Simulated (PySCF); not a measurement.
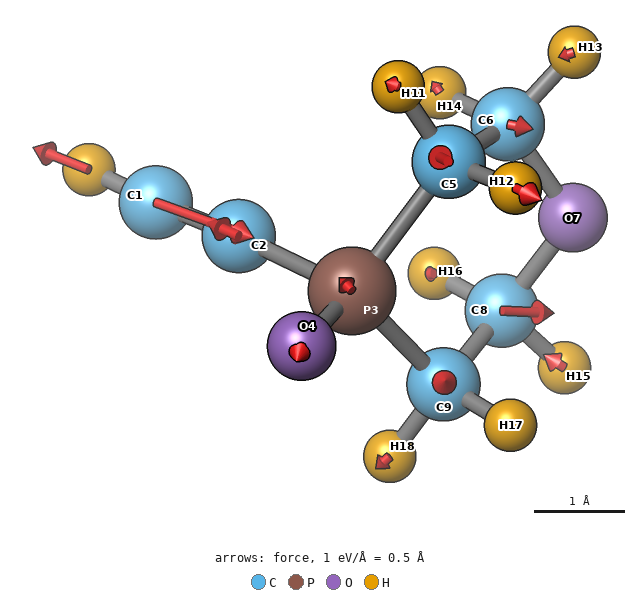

Starting geometry of C6H9O2P with the computed forces as red arrows. Style: ball-and-stick. Shown from a free direction.

The start comes from GFN2-xTB. Its atoms were then displaced at random by about 0.01 Å.

Theory: PySCF 2.14.0, density-fitted response routines, PBE0-D3(BJ)/def2-SVP geometry optimisation, gas phase. 

> Is this structure relaxed? If not, where do the atoms go?

It isn't relaxed: the largest force vector, on a C atom, is 2.85 eV/Å. The final displacements follow the starting forces only in part (cosine between the two patterns 0.44). An O atom moves most after the best rigid fit: 0.050 Å. Largest moves by element: O 0.050 Å, H 0.045 Å, C 0.034 Å, P 0.017 Å. Near-neighbour distances that change, for instance: C–H 1.039 → 1.076 Å, C–C 1.499 → 1.529 Å, C–H 1.076 → 1.103 Å, C–H 1.120 → 1.100 Å. Among the angles between lasting bonds that change: C–C–H 176.5° → 179.7°, C–C–H 109.6° → 111.6°. Over 7 geometry steps the energy falls by 0.114 eV.
